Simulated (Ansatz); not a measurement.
## Electronic structure of H₇OSi₃ (charge +1) in real space

Input

```
crystal:
  periodic: [false, false, false]
  atoms:
    - {symbol: O, position_ang: [-0.819366, -0.744590, -0.756482]}
    - {symbol: Si, position_ang: [-0.799593, -2.078950, -1.873938]}
    - {symbol: Si, position_ang: [-0.504603, 0.250493, 0.437233]}
    - {symbol: Si, position_ang: [-1.796644, 2.225891, 0.694683]}
    - {symbol: H, position_ang: [-0.552883, -1.453409, -3.190870]}
    - {symbol: H, position_ang: [-2.141601, -2.686276, -1.746783]}
    - {symbol: H, position_ang: [0.295176, -2.971887, -1.431946]}
    - {symbol: H, position_ang: [0.622419, -0.185807, 1.305099]}
    - {symbol: H, position_ang: [-0.793004, 3.314602, 0.586726]}
    - {symbol: H, position_ang: [-2.782689, 2.172832, -0.408596]}
    - {symbol: H, position_ang: [-2.371424, 2.091551, 2.056915]}
basis:
  gaussian: {orbitals: def2-TZVPD}
total_charge: 1
hamiltonian: {xc: {name: PBE0}}
output: {forces: true, orbitals: {seedname: orbitals}}
```

Command:

```sh
ansatz run input.yaml --threads 2 --pin off --max-ram 4350MiB --events-out events.jsonl --progress --plain --runs-dir runs
```

Geometry: B3LYP-D3(BJ)/def2-SVP.

These are results of Ansatz 0.2.0, isolated molecule in a Gaussian basis; Kohn-Sham density functional theory, functional PBE0, not measurements.

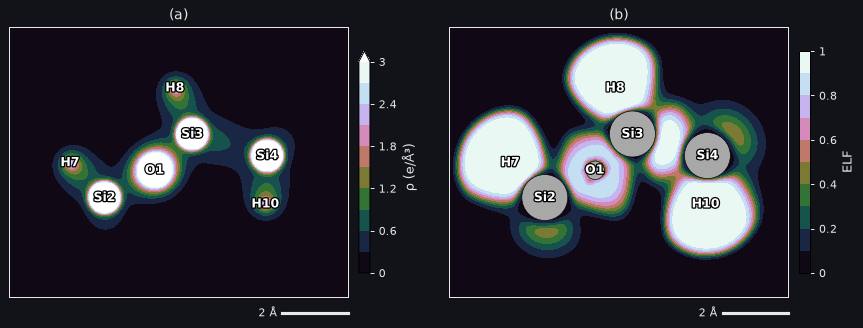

Figure 1. (a) total electron density; (b) electron localisation function on the plane of atoms O1, Si2 and H7. Grey discs cover the atomic cores in the ELF map.

Question: Describe what can be read from this map.

Answer: Atoms in the plane: O, Si and H. Si–O (1.59 Å): the density is about 1.3 e/Å³ at the midpoint; the ELF peaks at about 0.85 between the atoms: a polar covalent bond. Si–Si (2.37 Å): ρ at the midpoint is about 0.6 e/Å³; the ELF peaks at about 1 between the atoms, as expected for localised, covalent bonding. Si–H (1.48 Å): ρ at the midpoint is about 0.85 e/Å³; the ELF climbs to about 1 towards the hydrogen, as it does in any bond to H. Si–O (1.74 Å): the density is about 0.89 e/Å³ at the midpoint; the ELF peaks at about 0.90 between the atoms; a shared but strongly polarised pair. The ELF also peaks beside O1, away from the bonds: lone-pair regions.

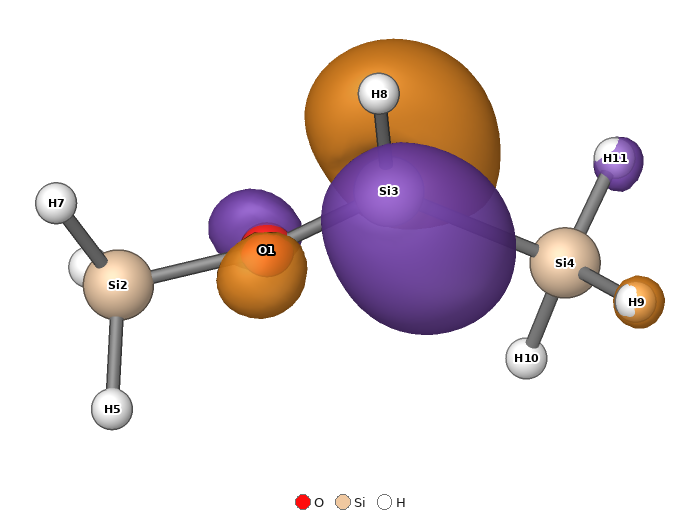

Figure 2. The LUMO at ±0.15 Å⁻³ᐟ² (orange and purple are the two phases), seen at an oblique angle.

Question: Describe this orbital and give its energy.

Answer: By Hirshfeld shares it lies mainly on Si3 (about 70 %) and O1 (about 10 %). Its energy is −7.86 eV.

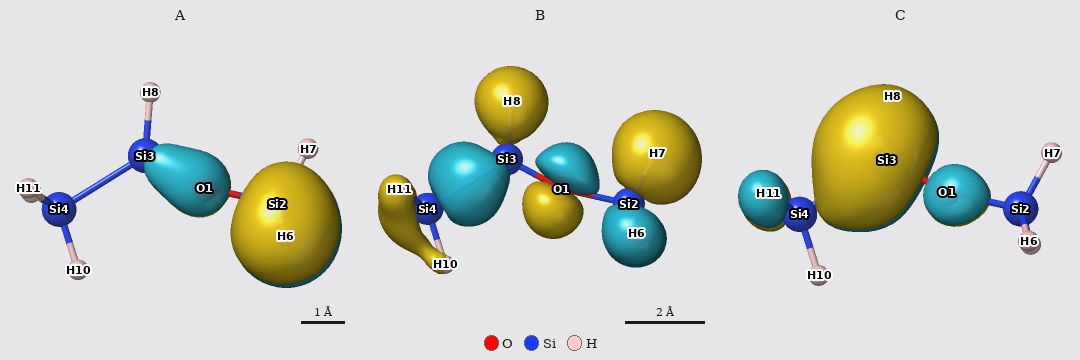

Figure 3. Three frontier orbitals at ±0.08 Å⁻³ᐟ² (yellow and cyan are the two phases), in no order.

Question: Order the three orbitals by energy and name them.

Answer: A is the HOMO−1 (−13.74 eV). It lies mainly on Si2 (about 35 %), H5 (about 25 %), H6 (about 25 %) and O1 (about 10 %). B is the HOMO (−13.39 eV). It lies mainly on O1 (about 20 %), Si2 (about 20 %), H7 (about 20 %), Si3 (about 15 %), Si4 (about 10 %) and H8 (about 10 %). C is the LUMO (−7.86 eV). By Hirshfeld shares it lies mainly on Si3 (about 70 %) and O1 (about 10 %).

Question: What is the HOMO–LUMO gap?

Answer: 5.53 eV between the orbital energies.
